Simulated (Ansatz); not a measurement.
# Mg chain started as a dimerised line: one chain at several levels of theory, part 3 of 4

Wanted: the relaxed geometry and the open channels of the Mg chain started as a dimerised line, by several methods.

Ansatz 0.2.0; DFT PBE, plane waves, PAW; relaxation of a chain's period (the session's first sound run).

So far, conductance of the lead as this run defines it (G₀): step 3 (bands of the perfect wire, level PBE, k-mesh 1×1×13) 4.0e-4; step 5 (LDA, another cell, k-mesh 1×1×14) 0.00318; step 7 (RPBE, another cell) 1.4e-4.

### 8. Relaxing the period

This step: DFT PBEsol, plane waves, PAW; relaxation of a chain's period (Ansatz 0.2.0).

The relaxation is repeated under another functional. PBEsol weakens PBE's gradient terms and usually lands between LDA and PBE.

Contents of input.yaml:

```yaml
crystal:
  lattice:
    - [7.5, 0.0, 0.0]
    - [0.0, 7.5, 0.0]
    - [0.0, 0.0, 5.358]
  atoms:
    - { symbol: Mg, position: [0.5, 0.5, 0.0], spin: 0.5 }
    - { symbol: Mg, position: [0.5, 0.5, 0.45], spin: 0.5 }
magnetization:
  spin_polarized: true
kpoints:
  mp_grid: { grid: [1, 1, 15] }
scf:
  occupations: { method: fermi_dirac, width: 0.05 }
hamiltonian:
  xc: pbesol
relax:
  cell: { fix: [a, b, alpha, beta, gamma] }
  max_steps: 60
```

Started as:

```sh
> ansatz run input.yaml --threads 4 --pin off --max-ram 8192MiB --backend cpu --events-out ev --progress --plain --runs-dir out
```

Numbers of over 12 decimals in the logs are rounded to 6 here.

Output:

```text
[...]
Crystal: 2 atoms, lattice volume = 301.387 Å³
Basis set: ecut = 420 eV, 5929 PW (Γ), exchange–correlation on 108×108×72 points (8 copies of the dense FFT grid, shifted against one another)
Bands: 15, of which v1, the nominal top of the filled ones, is band 10 counted from 1 (9 counted from 0)
Symmetry: 16 space group operations
[...]
0.000000      -0.241892       0.000000
        0.000000       0.000000       0.005712
  P = ⅓ Tr σ = -0.1594 GPa (-1.594 kbar)
--- Relaxed structure (6 steps of the walk, 6 accepted, 2 SCFs on fresh bases) ---
[...]
cell:  # Å, volume = 346.1299 Å³
    - [7.5, 0.0, 0.0]
    - [0.0, 7.5, 0.0]
    - [0.0, 0.0, 6.153421]
  atoms:
    - { symbol: Mg, position: [0.5, 0.5, -0.025006] }
    - { symbol: Mg, position: [0.5, 0.5, 0.475006] }
[key lines of the parts left out:]
SCF converged after 7 iterations
Magnetization: -0.0000 μB (10.0000 up, 10.0000 down)
Free energy (F): -3821.413368 eV
Fermi energy:    -1.068806 eV
```

Elapsed: 11 s, on 4 threads of Arm Neoverse V2, shared host; peak memory 0.52 GiB; 39 s of CPU time.

The steps of the relaxation:

```csv
step,energy less that of the first step (eV),largest force component (eV/Å),pressure (GPa),volume (Å³)
1,0.0000,2.5459,1.15,301.39
2,-0.4691,0.4187,0.70,309.76
3,-0.6481,0.0251,0.27,324.46
4,-0.7190,0.0032,-0.06,339.53
5,-0.7245,0.0001,-0.15,344.89
6*,-0.7262,0.0001,-0.14,344.89
7,-0.7265,0.0003,-0.16,346.13
8*,-0.7265,0.0003,-0.16,346.13
```

Relaxation steps marked * repeat the geometry before them on a plane-wave basis chosen anew for their cell, so energy and pressure can jump there.

Forces are held to the 16 operations that the run works with; a distortion that breaks them can't arise in this run.

```csv
cell as run,before,after,change
c (Å),5.358,6.153,+14.8 %
```

The atoms that moved most (Å, along periodic axes as changes of fractional coordinates times the final cell, across vacuum about the mean position):

| atom | dx | dy | dz | length |
| --- | --- | --- | --- | --- |
| Mg1 | 0.000 | 0.000 | -0.154 | 0.154 |
| Mg2 | 0.000 | 0.000 | 0.154 | 0.154 |

Final coordinates:

```cif
data_structure
_symmetry_space_group_name_H-M 'P 1'
_symmetry_Int_Tables_number 1
_cell_length_a 7.5000
_cell_length_b 7.5000
_cell_length_c 6.1534
_cell_angle_alpha 90.000
_cell_angle_beta 90.000
_cell_angle_gamma 90.000
_cell_volume 346.13
loop_
_atom_site_label
_atom_site_type_symbol
_atom_site_fract_x
_atom_site_fract_y
_atom_site_fract_z
_atom_site_occupancy
Mg1 Mg 0.50000 0.50000 0.97499 1
Mg2 Mg 0.50000 0.50000 0.47501 1
```

The cell's length comes to 6.153 Å, -0.5 % against the first run, with no moment. The two atoms stand evenly on a line, so the true period is half of it. That is +15 % against the start, more than a small adjustment.

### 9. The perfect wire, level PBEsol, k-mesh 1×1×14

This step: DFT PBEsol, plane waves, PAW; channels and complex bands of a perfect chain (Ansatz 0.2.0).

The channels are counted again under PBEsol, at the period that it gave.

Contents of input.yaml:

```yaml
crystal:
  lattice:
    - [7.5, 0.0, 0.0]
    - [0.0, 7.5, 0.0]
    - [0.0, 0.0, 6.15342053]
  atoms:
    - { symbol: Mg, position: [0.5, 0.5, 0.974993901] }
    - { symbol: Mg, position: [0.5, 0.5, 0.475006099] }
kpoints:
  mp_grid: { grid: [1, 1, 14] }
  band_path: { path: ["Γ", Z], npoints: 60 }
scf:
  occupations: { method: fermi_dirac, width: 0.05 }
hamiltonian:
  xc: pbesol
output:
  transmission:
    e_range: [-2, 2]
    de: 0.035
    kmesh: [1, 1]
    reduced_basis: true
    leads: [[0, 0]]
  dos: { projected: true, e_range: [-6, 4] }
```

Output:

```text
[...]
Crystal: 2 atoms, lattice volume = 346.130 Å³
Basis set: ecut = 420 eV, 6733 PW (Γ)
Bands: 14, of which v1, the nominal top of the filled ones, is band 10 counted from 1 (9 counted from 0)
Symmetry: 32 space group operations
[...]
k-points: 8 of 14
[...]
k-point 7: bands = [... 6 lower, -44.8883, -44.8883, -3.8696, -3.8696, 0.1416, 0.1416, 0.1416, 0.1416]
--- Transmission ---
  basis      : 497 plane waves across, 8 finite elements along
  points     : 1, standing for a mesh of 1 x 1
[...]
crystal 0  : Mg2, at the sites [0, 0], period 6.1534 Å: whole cells are its period
[...]
filled         : 0.0 meV over the level at which it is neutral
    channels       : 0.000000e0 a spin
[...]
slowest decay  : 0.0353 /Å at (0.0000, 0.0000)
[key lines of the parts left out:]
SCF converged after 6 iterations
Free energy (F): -3821.413171 eV
Fermi energy:    -1.066926 eV
```

Elapsed: 27 s, on 4 threads; peak memory 0.55 GiB.

At the computed energy nearest the Fermi level there are 0 channels a spin, and the thermal average gives 8.3e-4 G₀; the gap is 0.44 eV.

Between step 5 and this run (PBEsol and another cell) the value for the conductance of the lead as this run defines it moves from 0.00318 G₀ to 8.3e-4 G₀ (-74 %).

### 10. Side by side

Times are for 4 threads of Arm Neoverse V2, shared host. The runs compared:

```
no.   level  conductance of the lead as this run defines it (G₀)  time  memory (GiB)
  1     PBE                                              4.04e-4  26 s          0.56
  2     LDA                                             0.003180  25 s          0.53
  3    RPBE                                              1.38e-4  30 s          0.54
  4  PBEsol                                              8.32e-4  27 s          0.55
```

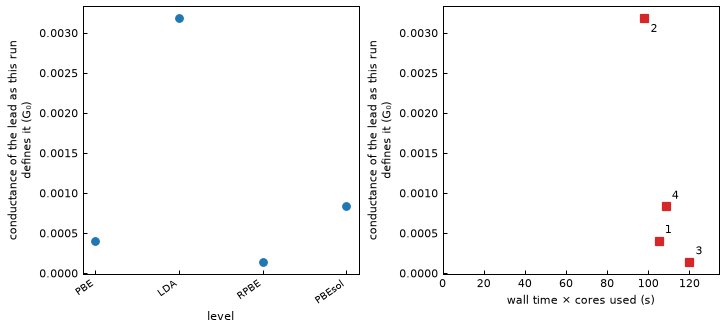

The series as plots; the last panel sets the first result against cost, with the runs numbered as in the table.

The runs together. Open channels of the lead against energy, zero at the Fermi level:

```
energy (eV)  PBE  LDA  RPBE  PBEsol
    -2.0000    1    1     1       1
    -1.7550    1    1     1       1
    -1.5100    1    1     1       1
    -1.2650    1    1     1       1
    -0.9850    1    1     1       1
    -0.7400    1    1     1       1
    -0.4950    1    1     1       1
    -0.2500    1    1     1       1
    -0.0050    0    0     0       0
     0.2400    0    2     0       0
     0.4850    3    3     3       3
     0.7650    3    3     3       3
     1.0100    3    3     3       3
     1.2550    3    3     3       3
     1.5000    3    3     3       3
     1.7450    4    4     4       4
```

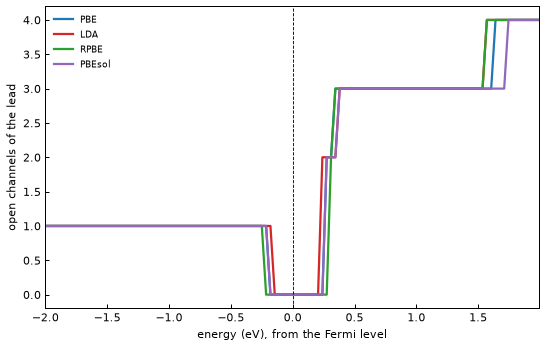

Open channels of the lead, plotted against energy.

### 11. The relaxed wire, cutoff 1142.88 eV

This step: DFT PBE, plane waves, norm-conserving; relaxation of a chain's period (Ansatz 0.2.0).

The same functional on other atomic datasets tests how far the result hangs on the treatment of the cores. Against the first PBE run of this kind, the cutoff is 1142.88 eV against 420.

Contents of input.yaml:

```yaml
crystal:
  lattice:
    - [7.5, 0.0, 0.0]
    - [0.0, 7.5, 0.0]
    - [0.0, 0.0, 5.358]
  atoms:
    - { symbol: Mg, position: [0.5, 0.5, 0.0], spin: 0.5 }
    - { symbol: Mg, position: [0.5, 0.5, 0.45], spin: 0.5 }
magnetization:
  spin_polarized: true
kpoints:
  mp_grid: { grid: [1, 1, 15] }
scf:
  occupations: { method: fermi_dirac, width: 0.05 }
hamiltonian:
  xc: pbe
  pseudopotentials: { kind: nc, accuracy: standard }
relax:
  cell: { fix: [a, b, alpha, beta, gamma] }
  max_steps: 60
```

Output:

```text
[...]
Crystal: 2 atoms, lattice volume = 301.387 Å³
Basis set: ecut = 1142.878222 eV, 26453 PW (Γ), exchange–correlation on 180×180×120 points (8 copies of the dense FFT grid, shifted against one another)
Bands: 15, of which v1, the nominal top of the filled ones, is band 10 counted from 1 (9 counted from 0)
Symmetry: 16 space group operations
[...]
-0.000000      -0.243841       0.000000
       -0.000000       0.000000       0.013072
  P = ⅓ Tr σ = -0.1582 GPa (-1.582 kbar)
--- Relaxed structure (8 steps of the walk, 8 accepted, 2 SCFs on fresh bases) ---
[...]
cell:  # Å, volume = 347.8010 Å³
    - [7.5, 0.0, 0.0]
    - [0.0, 7.5, 0.0]
    - [0.0, 0.0, 6.183129]
  atoms:
    - { symbol: Mg, position: [0.5, 0.5, -0.024963] }
    - { symbol: Mg, position: [0.5, 0.5, 0.474963] }
[key lines of the parts left out:]
SCF converged after 6 iterations
Magnetization: -0.0000 μB (10.0000 up, 10.0000 down)
Free energy (F): -3230.147167 eV
Fermi energy:    -1.071150 eV
```

The job ended after 53 s (4 threads; peak memory 1.2 GiB; 3.4 min of CPU time).

The cell's length comes to 6.183 Å, -0.0 % against the first run, with no moment. The two atoms stand evenly on a line, so the true period is half of it. That is +15 % against the start, more than a small adjustment.

### 12. Relaxing the period

This step: DFT PBE, plane waves, PAW; relaxation of a chain's period (Ansatz 0.2.0).

No moment formed, so a run without spin should agree; this checks it and saves time.

input.yaml, the sections that differ from step 11:

```yaml
crystal:
  lattice:
    - [7.5, 0.0, 0.0]
    - [0.0, 7.5, 0.0]
    - [0.0, 0.0, 5.358]
  atoms:
    - { symbol: Mg, position: [0.5, 0.5, 0.0] }
    - { symbol: Mg, position: [0.5, 0.5, 0.45] }
hamiltonian:
  xc: pbe
# kpoints, scf, relax: as in step 11
# magnetization: removed
```

Output:

```text
[...]
Crystal: 2 atoms, lattice volume = 301.387 Å³
Basis set: ecut = 420 eV, 5929 PW (Γ), exchange–correlation on 108×108×72 points (8 copies of the dense FFT grid, shifted against one another)
Bands: 14, of which v1, the nominal top of the filled ones, is band 10 counted from 1 (9 counted from 0)
Symmetry: 16 space group operations
[...]
k-points: 8 of 15
[...]
-0.244023       0.000000       0.000000
        0.000000      -0.244023       0.000000
        0.000000       0.000000       0.007407
  P = ⅓ Tr σ = -0.1602 GPa (-1.602 kbar)
--- Relaxed structure (6 steps of the walk, 6 accepted, 2 SCFs on fresh bases) ---
[...]
cell:  # Å, volume = 347.9048 Å³
    - [7.5, 0.0, 0.0]
    - [0.0, 7.5, 0.0]
    - [0.0, 0.0, 6.184974]
  atoms:
    - { symbol: Mg, position: [0.5, 0.5, -0.025001] }
    - { symbol: Mg, position: [0.5, 0.5, 0.475001] }
[key lines of the parts left out:]
SCF converged after 6 iterations
Free energy (F): -3845.232959 eV
Fermi energy:    -1.065904 eV
```

It took 4.2 s on 4 threads; peak memory 0.46 GiB.

The cell's length comes to 6.185 Å, +0.0 % against the first run, with spin left out. The two atoms stand evenly on a line, so the true period is half of it. That is +15 % against the start, more than a small adjustment.

### 13. The series together

Times are for 4 threads of Arm Neoverse V2, shared host. The runs compared:

| no. | level | cell length along the wire (Å) | time | memory (GiB) |
| --- | --- | --- | --- | --- |
| 1 | PBE | 6.185 | 11 s | 0.53 |
| 2 | LDA | 6.076 | 6.3 s | 0.46 |
| 3 | RPBE | 6.240 | 12 s | 0.53 |
| 4 | PBEsol | 6.153 | 11 s | 0.52 |
| 5 | PBE, NC files | 6.183 | 53 s | 1.2 |
| 6 | PBE, no spin | 6.185 | 4.2 s | 0.46 |

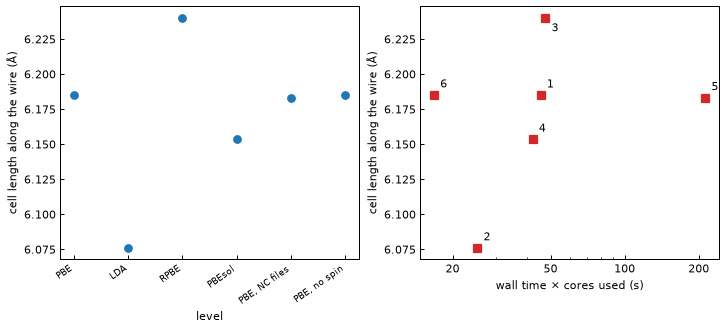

The series as plots; the last panel sets the first result against cost, with the runs numbered as in the table.

### 14. Two-component spinors

This step: DFT PBE, plane waves, fully relativistic PAW; channels of a perfect chain with spin-orbit coupling (Ansatz 0.2.0).

Spin-orbit coupling mixes the spins and splits bands that cross or touch without it, so it can open or close channels. Fully relativistic datasets take the place of the scalar ones. The window is narrow, since spinor matrices are twice as large.

Contents of input.yaml:

```yaml
crystal:
  lattice:
    - [7.5, 0.0, 0.0]
    - [0.0, 7.5, 0.0]
    - [0.0, 0.0, 6.1849129093]
  atoms:
    - { symbol: Mg, position: [0.5, 0.5, 0.975000716] }
    - { symbol: Mg, position: [0.5, 0.5, 0.474999284] }
kpoints:
  mp_grid: { grid: [1, 1, 13] }
  band_path: { path: ["Γ", Z], npoints: 60 }
scf:
  occupations: { method: fermi_dirac, width: 0.05 }
hamiltonian:
  xc: pbe
  pseudopotentials: { kind: paw_fr }
output:
  transmission:
    e_range: [-0.42, 0.42]
    de: 0.035
    kmesh: [1, 1]
    reduced_basis: false
    leads: [[0, 0]]
magnetization:
  noncollinear: true
  spin_orbit: true
```

Output:

```text
[...]
non-collinear run that drives no moment, with spin-orbit: no starting moment large enough to seed its density (crystal.atoms[].spin), no starting occupations that ask for one, no magnetisation constraint and no magnetic field, so the semilocal B_xc is pinned to zero
Crystal: 2 atoms, lattice volume = 347.901 Å³
Basis set: ecut = 420 eV, 6821 PW (Γ)
Bands: 28, of which v1, the nominal top of the filled ones, is band 20 counted from 1 (19 counted from 0)
Symmetry: 32 space group operations + 32 with time reversal
[...]
k-points: 7 of 13
Projection manifold: j_resolved (fully-relativistic pseudo-atomic orbitals)
[...]
SCF iter   1: F=—  HF=-3845.361923 eV  |F-HF|=—  |Δ(HF+E_count)|=         —  Δρ=7.87e-3  dr2=4.38e-1  dr2_m=0.00e0 (ungated)  ethr=2.04e-3  |M|=0.00e0 ∫|m|=0.00e0 μB  |m|>n=0.0e0 m-floor=0.0e0 τ_xc=0.0e0  β_m=0.30  ⟨swp⟩=1.0  Hψ=735  notcnv=0
[...]
spin=Noncollinear: Resta preconditioning applied to the charge; magnetization (m_x, m_y, m_z) channels mix plain (no charge-response kernel on spin).
SCF iter   2: F=—  HF=-3845.339694 eV  |F-HF|=—  |Δ(HF+E_count)|=   2.22e-2  Δρ=5.78e-3  dr2=2.38e-1  dr2_m=0.00e0 (ungated)  ethr=2.04e-3  |M|=0.00e0 ∫|m|=0.00e0 μB  |m|>n=0.0e0 m-floor=0.0e0 τ_xc=0.0e0  β_m=0.65  ⟨swp⟩=1.0  Hψ=102  notcnv=0
[...]
SCF iter   7: F=-3845.313237 eV  HF=-3845.313237 eV  |F-HF|=2.13e-9  |Δ(HF+E_count)|=   9.75e-8  Δρ=8.89e-7  dr2=3.33e-9  dr2_m=0.00e0 (ungated)  ethr=2.31e-10  |M|=0.00e0 ∫|m|=0.00e0 μB  |m|>n=0.0e0 m-floor=0.0e0 τ_xc=0.0e0  ⟨swp⟩=13.9  Hψ=403  notcnv=0
SCF 1 converged in 7 iterations: F = -3845.313237 eV  dr2 = 3.33e-9
[...]
transmission: 8 of 8 steps passed
Second SCF, for the conductance: iteration 1, dr2 7.197e-6 eV
Second SCF, for the conductance: iteration 2, dr2 4.145e-6 eV
Second SCF, for the conductance: iteration 3, dr2 1.405e-8 eV
transmission: 8 of 8 steps passed
SCF converged after 7 iterations
Magnetization: |M| = 0.0000 μB,  M = (+0.0000, +0.0000, +0.0000) μB
Absolute magnetization: 0.0000 μB (∫|m|)
  site 0: m = (+0.0000, +0.0000, +0.0000) μB, |m| = 0.0000 μB  (R = 1.28 Å)
  site 1: m = (+0.0000, +0.0000, +0.0000) μB, |m| = 0.0000 μB  (R = 1.28 Å)
Free energy (F): -3845.313237 eV
[...]
Internal energy: -3845.311322 eV  (E = F + TS)
E sigma→0 (E₀):  -3845.312279 eV
Entropy (-TS):   -0.001915 eV (-0.958 meV/atom)
Fermi energy:    -1.062201 eV
[...]
--- Band table (eV; the first three rows and the last of 7) ---
  k-point 0: bands = [... 16 lower, -4.8514, -4.8514, -1.2551, -1.2551, -0.7838, -0.7838, -0.7783, -0.7783, ... 4 higher]
  k-point 1: bands = [... 16 lower, -4.8281, -4.8281, -1.6075, -1.6075, -0.7616, -0.7616, -0.7561, -0.7561, ... 4 higher]
  k-point 2: bands = [... 16 lower, -4.7581, -4.7581, -2.0966, -2.0966, -0.6951, -0.6951, -0.6895, -0.6895, ... 4 higher]
  k-point 6: bands = [... 16 lower, -4.0167, -4.0167, -3.7179, -3.7179, 0.0142, 0.0142, 0.0197, 0.0197, ... 4 higher]
--- Transmission ---
  basis      : 497 plane waves across, 8 finite elements along
  points     : 1, standing for a mesh of 1 x 1
[...]
crystal 0  : Mg2, at the sites [0, 0], period 6.1849 Å: whole cells are its period
[...]
filled         : 0.1 meV under the level at which it is neutral
    channels       : 0.000000e0 of both spins
[...]
slowest decay  : 0.0346 /Å at (0.0000, 0.0000)
```

Elapsed: 23 min, on 4 threads; peak memory 4.8 GiB.

Numbers from this step:

```
energy at zero smearing                                         : -3845.3123 eV
conductance of the lead as this run defines it                  : 4.05e-4 G₀
slowest decay in the lead at the energy nearest the Fermi level : 0.0346 Å⁻¹
channels at the energy nearest the Fermi level, both spins      : 0
band gap                                                        : 0.4713 eV
```

Open channels of the lead, both spins against energy, zero at the Fermi level:

| energy (eV) | open channels of the lead, both spins |
| --- | --- |
| -0.420 | 2 |
| -0.315 | 2 |
| -0.245 | 2 |
| -0.140 | 0 |
| -0.035 | 0 |
| 0.000 | 0 |
| 0.035 | 0 |
| 0.140 | 0 |
| 0.245 | 0 |
| 0.315 | 6 |
| 0.420 | 6 |

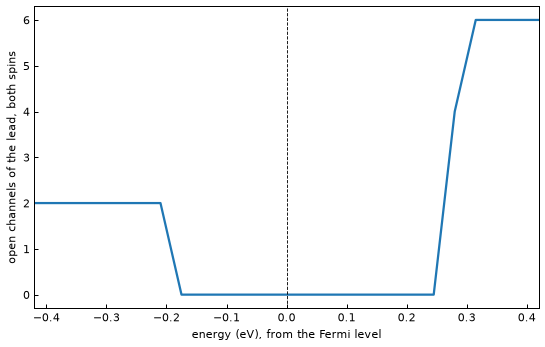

Open channels of the lead, both spins, plotted against energy.

[end of part 3 of 4]

[Logs are printed without paths, hosts, clocks, repeated set-up lines and the standing remarks that a program may print on its own settings, such as how far it seeks lower states.]

[Hosts, paths, dates, database ids (printed as entryN), source tags and the programs' standing remarks are cut or masked in the printed files.]
